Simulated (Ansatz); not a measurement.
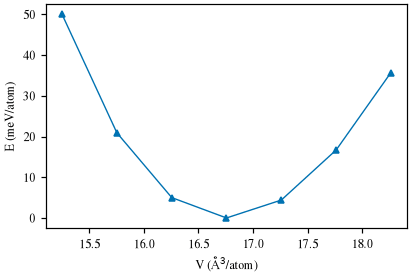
GaP (rock salt, Fm-3m) under volume change, r²SCAN in the plane-wave PAW code Ansatz, scaled uniformly.

### Question
What does a third-order Birch–Murnaghan fit give for V₀, B₀ and B′?

### Answer
V₀ = 16.76 Å³/atom, B₀ = 98.9 GPa, B′ = 4.5.

The start of the workflow was typed in or built on a structure type; neither database checked (COD, Materials Project) lists it. It is not the phase usual at ambient conditions (space group No. 216). Symmetry was held in the r²SCAN relaxation; whether a distortion lowers the energy is not shown. Spin–orbit coupling is left out wherever it is not named.

Potentials: the later of the program's two PAW sets.
